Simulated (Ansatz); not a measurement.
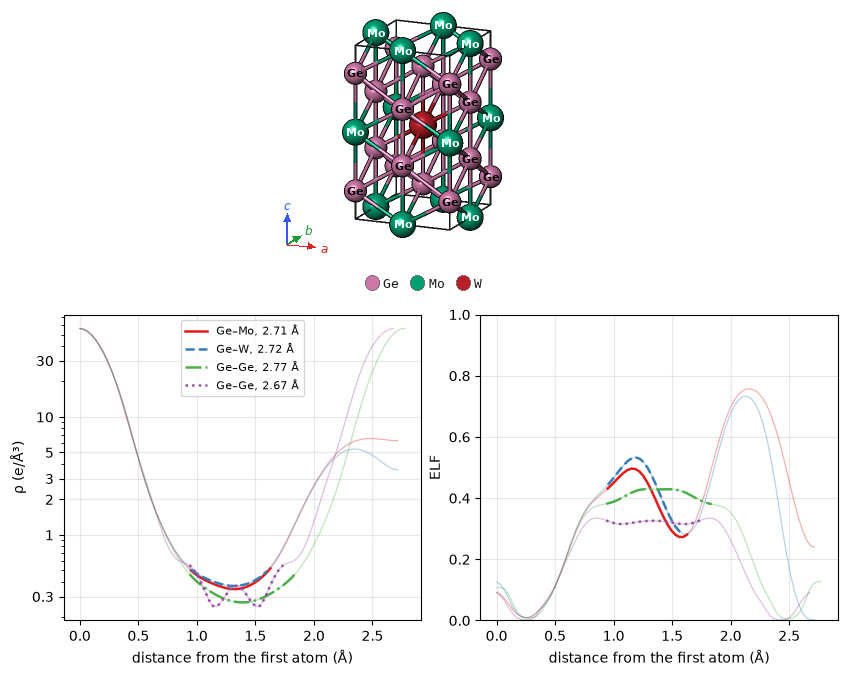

*Ge$_{8}$Mo$_{3}$W. Valence pseudo-density and ELF along straight lines between neighbouring atoms. Thin, pale parts lie inside the atomic spheres. The structure is drawn too.*

Space group P4/mmm; a structure generated by program, which may or may not match a known phase; computed without spin polarisation.

The calculation used DFT PBE, scalar-relativistic, plane waves, PAW in Ansatz 0.2.0.

The density is the valence pseudo-density of a PAW calculation; it isn't the true density close to the nuclei.

### What can be read from the curves?

Ge–Mo (2.71 Å): ρ at the midpoint is about 0.35 e/Å³; the ELF is about 0.40 at the midpoint.
Ge–W (2.72 Å): the density is about 0.37 e/Å³ at the midpoint; the ELF is about 0.45 at the midpoint.
Ge–Ge (2.77 Å): the density is about 0.27 e/Å³ at the midpoint; the ELF is about 0.45 at the midpoint.
Ge–Ge (2.67 Å): the density is about 0.37 e/Å³ at the midpoint, with its minimum of 0.25 e/Å³ about 1.5 Å from Ge; the ELF is about 0.35 at the midpoint.
